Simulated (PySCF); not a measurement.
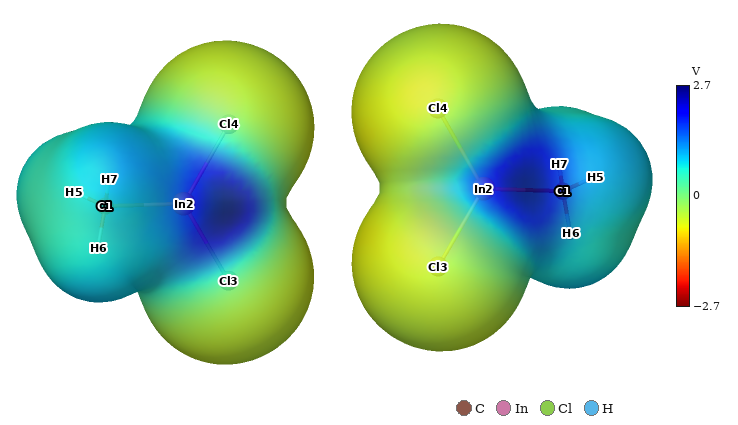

CH$_{3}$Cl$_{2}$In, SMILES `C[In](Cl)Cl`. Electrostatic potential on the surface of electron density 0.001 a.u. (back view left, front view right).

Method: ωB97X/def2-TZVP; geometry: GFN2-xTB; program: PySCF. Core potentials replace the inner electrons of In; spin–orbit coupling isn't included. No frequency check shows the geometry to be a minimum. GFN2-xTB bond lengths at metals and heavier atoms can be off by up to 0.1 Å and shapes distorted, which carries into these values.

The calculation's input:

```python
import numpy as np
from pyscf import gto, scf, dft
from pyscf.scf import atom_ks, atom_hf
from scipy.linalg import block_diag

def solve(mol, dm0=None, hcore=None):
    mf = (dft.UKS if mol.spin else dft.RKS)(mol, xc='wb97x')
    mf.grids.level = 3
    mf = mf.density_fit(auxbasis='def2-universal-jkfit')
    mf.conv_tol, mf.max_cycle = 1e-8, 80
    if hcore is not None:
        mf.get_hcore = lambda *args: hcore
    mf.kernel(dm0)
    if not mf.converged:
        mf = mf.newton().run(mf.mo_coeff, mf.mo_occ, max_cycle=30)
    assert mf.converged, 'SCF not converged'
    return mf

mol = gto.M(atom='''
C      0.02010     2.47246    -0.00166
In     0.00066     0.24261     0.00047
Cl     1.91683    -1.04407    -0.00040
Cl    -1.92936    -1.02331    -0.00041
H     -0.29728     2.81207     0.98069
H      1.03283     2.79751    -0.21699
H     -0.67573     2.81324    -0.76280
''', basis='def2-tzvp', ecp={'In': 'def2-tzvp'}, charge=0, spin=0, verbose=4)
mf = solve(mol)
mf.analyze()
# spherically averaged free atoms, for the promolecule
atom_ks.AtomSphAverageRKS.init_guess_by_vsap = lambda self, mol=None: self.init_guess_by_minao(mol)  # core potentials
atm = atom_ks.get_atm_nrks(mol, xc='wb97x')
pro = block_diag(*[(atm[a[0]][2] * atm[a[0]][3]) @ atm[a[0]][2].T for a in mol._atom])
np.savez('result.npz', e=mf.e_tot, c=mf.mo_coeff, occ=mf.mo_occ, eps=mf.mo_energy, pro=pro, dip=mf.dip_moment(verbose=0), s2=mf.spin_square()[0])
```

Command:

```sh
OMP_NUM_THREADS=1 python input.py
```

The run took 29 s on 1 thread of Arm Neoverse V1, on a shared host, peak memory 0.68 GiB.

Partitions, critical points and surface values were worked out afterwards from this run's density.

Q: Where are the extremes of the potential on the surface?

A: Highest: 2.69 V, over In2, off the plane of its three bonds (2.0 Å), and at like points elsewhere. Further maxima include 0.96 V, 1.3 Å from H6; −0.43 V, 2.0 Å from Cl3. Lowest: −0.79 V, 2.1 Å from Cl3, and at like points elsewhere. Further minima include −0.57 V, 2.1 Å from Cl4; −0.56 V, 2.1 Å from Cl3. The surface is sampled at points, so like sites can differ by a few per cent and only the strongest of them is named.

Q: What volume does the surface enclose, and what is the dipole moment?

A: About 133 Å³; the dipole moment is 3.4 D.
